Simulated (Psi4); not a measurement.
**[CuH2]− (SMILES [H][Cu-][H]) at CEPA(0)/LANL2DZ (core potential, Cartesian functions)**

Aim: the energy difference between two shapes of [CuH2]− at CEPA(0)/LANL2DZ (core potential, Cartesian functions), from 2 runs. 

The results are computed with Psi4 1.11.

4 further runs of the same task are left out: 4 set aside as unsound or not needed.

## (1) The molecule

The species is [CuH2]− (3 atoms), meant as a singlet with charge -1. SMILES: `[H][Cu-][H]`. The shape comes from GFN2-xTB, which is rough for such elements, and wasn't checked as a minimum.

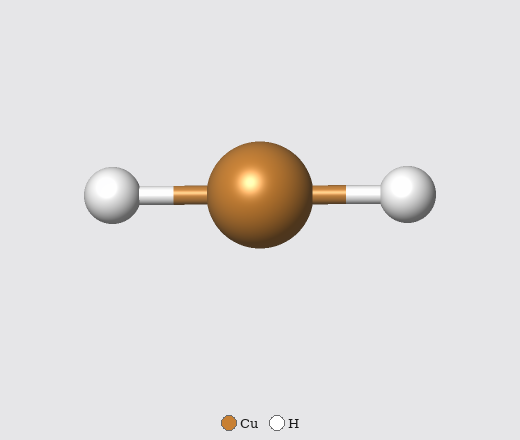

The structure, seen from a chosen angle (copper orange, hydrogen white).

## (2) A single-point energy at CEPA(0)/LANL2DZ (core potential, Cartesian functions)

File job.dat:

```
memory 1600 MB

molecule system {
  -1 1
  Cu     0.000160     0.000090     0.000010
  H     -0.017570    -0.021680     1.552660
  H      0.017410     0.021590    -1.552670
}

set basis LANL2DZ
set reference rhf
set scf_type pk
set num_frozen_docc 0

energy('cepa(0)')
```

Command:

```
$ psi4 -n 1 job.dat job.out
```

job.out:

```text
[...]
    !!!  WARNING: ECP capability is in beta. Please check occupations closely.  !!!
[...]
  Running in cs symmetry.
[...]
  Nuclear repulsion =   13.119412539989527
[...]
  Multiplicity = 1
[...]
  Nalpha       = 11
  Nbeta        = 11
[...]
    Number of basis functions: 28
[...]
   @RHF iter   1:  -196.07530702313881   -4.99385e-01   7.50615e-03 ADIIS/DIIS
[...]
   @RHF iter  11:  -196.11404741288101   -2.84217e-13   3.62856e-09 DIIS
[...]
    Orbital Energies [Eh]
    ---------------------
    Doubly Occupied:
       1Ap    -4.821103     2Ap    -3.158897     3Ap    -3.155535
       1App   -3.155535     4Ap    -0.280269     5Ap    -0.262968
       2App   -0.262968     6Ap    -0.259024     3App   -0.259024
       7Ap    -0.128547     8Ap    -0.122674
[...]
  @RHF Final Energy:  -196.11404741288101
   => Energetics <=
    Nuclear Repulsion Energy =             13.1194125399895274
    One-Electron Energy =                -386.7338319101353932
    Two-Electron Energy =                 177.5003719572648606
    Total Energy =                       -196.1140474128810069
[...]
 Multipole Moments:
 ------------------------------------------------------------------------------------
     Multipole            Electronic (a.u.)      Nuclear  (a.u.)        Total (a.u.)
 ------------------------------------------------------------------------------------
 L = 1.  Multiply by 2.5417464519 to convert [e a0] to [Debye]
 Dipole X            :         -0.0011961            0.0007016           -0.0004945
 Dipole Y            :          0.0000661           -0.0000382            0.0000278
 Dipole Z            :          0.0000000            0.0000000            0.0000000
 Magnitude           :                                                    0.0004953
[...]
      * SCS-MP2 total energy:                 -196.322934084636
[...]
      * MP2 total energy:                     -196.342769583645
[...]
```

Wall time 4.5 s (1 thread of AMD EPYC 7R43 (Zen 3), shared host); peak memory 0.19 GiB.

## (3) The distorted shape, same level

File job.py:

```python
import psi4

psi4.set_memory('1600 MB')
psi4.set_num_threads(1)
psi4.set_output_file('run.log', False)

mol = psi4.geometry("""
-1 1
Cu    -0.020339    -0.009573    -0.038230
H     -0.204032    -0.039232     1.721050
H      0.066568     0.005040    -1.488495
units angstrom
""")

psi4.set_options({
    'reference': 'rhf',
    'scf_type': 'pk',
    'num_frozen_docc': 0,
})

result, w = psi4.energy("cepa(0)/LANL2DZ", molecule=mol, return_wfn=True)
print(f'total energy {result:.8f} hartree = {result * 27.211386:.5f} eV')
```

Command:

```
$ python job.py
```

run.log:

```text
[...]
    !!!  WARNING: ECP capability is in beta. Please check occupations closely.  !!!
[...]
  Running in cs symmetry.
[...]
  Nuclear repulsion =   12.767639166824390
[...]
  Multiplicity = 1
[...]
  Nalpha       = 11
  Nbeta        = 11
[...]
    Number of basis functions: 28
[...]
   @RHF iter   1:  -196.07209176207567   -5.23131e-01   7.31645e-03 DIIS/ADIIS
[...]
   @RHF iter  11:  -196.10916639431792   -5.68434e-13   3.32157e-09 DIIS
[...]
    Orbital Energies [Eh]
    ---------------------
    Doubly Occupied:
       1Ap    -4.824311     2Ap    -3.162267     1App   -3.159125
       3Ap    -3.159122     4Ap    -0.282128     5Ap    -0.266330
       2App   -0.266317     6Ap    -0.262753     3App   -0.262753
       7Ap    -0.132242     8Ap    -0.119253
[...]
  @RHF Final Energy:  -196.10916639431792
   => Energetics <=
    Nuclear Repulsion Energy =             12.7676391668243898
    One-Electron Energy =                -385.9604102951668665
    Two-Electron Energy =                 177.0836047340245614
    Total Energy =                       -196.1091663943179242
[...]
 Multipole Moments:
 ------------------------------------------------------------------------------------
     Multipole            Electronic (a.u.)      Nuclear  (a.u.)        Total (a.u.)
 ------------------------------------------------------------------------------------
 L = 1.  Multiply by 2.5417464519 to convert [e a0] to [Debye]
 Dipole X            :         -0.2156443            0.1247764           -0.0908679
 Dipole Y            :         -0.7016200            0.3936553           -0.3079647
 Dipole Z            :          0.0000000            0.0000000            0.0000000
 Magnitude           :                                                    0.3210906
[...]
      * SCS-MP2 total energy:                 -196.316768799332
[...]
      * MP2 total energy:                     -196.336328023854
[...]
```

Standard output:

```text
total energy -196.31995445 hartree = -5342.13806 eV
```

Wall time 5.7 s (1 thread of AMD EPYC 7R43 (Zen 3), shared host); peak memory 0.19 GiB.

## (4) Results

At CEPA(0)/LANL2DZ (core potential, Cartesian functions):

| quantity | value |
| --- | --- |
| first shape: total energy | -196.32509 Eh |
| first shape: HOMO energy (Hartree–Fock orbitals) | -3.34 eV |
| first shape: LUMO energy (Hartree–Fock orbitals) | 5.06 eV |
| first shape: HOMO–LUMO gap (to an unbound level, set by the basis) | 8.39 eV |
| first shape: correlation energy | -211.0 mEh |
| distorted shape: total energy | -196.31995 Eh |
| distorted shape: HOMO energy (Hartree–Fock orbitals) | -3.25 eV |
| distorted shape: LUMO energy (Hartree–Fock orbitals) | 5.03 eV |
| distorted shape: HOMO–LUMO gap (to an unbound level, set by the basis) | 8.28 eV |
| distorted shape: correlation energy | -210.8 mEh |
| energy change with the atoms displaced | 0.140 eV |

What this shows: With the atoms displaced the energy rises by 0.14 eV (13.5 kJ/mol). The first shape isn't relaxed at this level, so the change isn't measured from a minimum.
